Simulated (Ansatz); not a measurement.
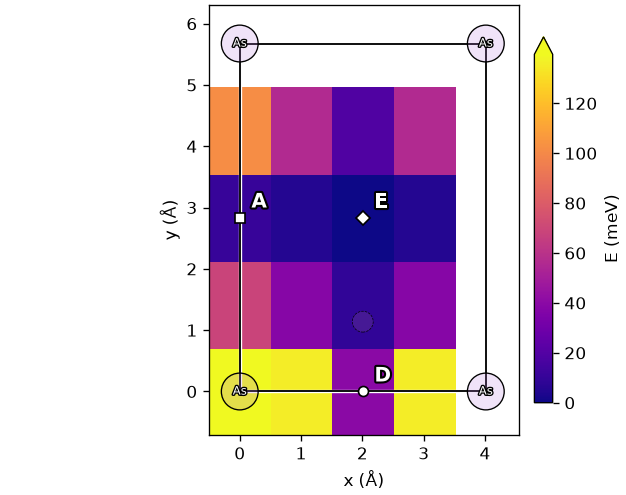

N₂ on a GaAs(110) slab cut from the F-43m phase, its upper half relaxed before the scan (6 atoms of substrate and one adsorbate in a 1 × 1 cell). N2 is moved over the surface cell at a fixed height above a rigid substrate; the origin of the map has the adsorbate above As6; the height is held at 2.90 Å. Places are given modulo a cell vector. The map is drawn in real space over the plane of the surface. Grid: 4 × 4 points; 12 points were computed and 4 follow by symmetry. Energies are in meV, from the lowest grid point. With one adsorbate in each 1 × 1 cell, its nearest image is 4.0 Å away, so neighbouring adsorbates interact. At a fixed height the lowest place need not be the adsorption site. Level of theory: DFT PBE+D3(BJ), scalar-relativistic, plane waves, PAW in Ansatz. Settings: cutoff 420 eV, k-mesh 7×5×1, gaussian smearing 0.05 eV, no spin polarisation.

Drawn: one coloured cell a grid point, labelled circles for the atoms of the top layer and small ones for the second layer, the outline of one cell of the plane, one colour for all values above the top of the scale, lettered points.

Is D the lowest point of the computed grid?

No. D lies 40 meV above the lowest grid point, which is at a fourfold hollow, (2/4, 2/4) of the cell vectors.

Name the site at each letter.

A: the trough between two rows of top atoms; D: a bridge site between two As atoms; E: a fourfold hollow.

PAW datasets: the set soft_1.
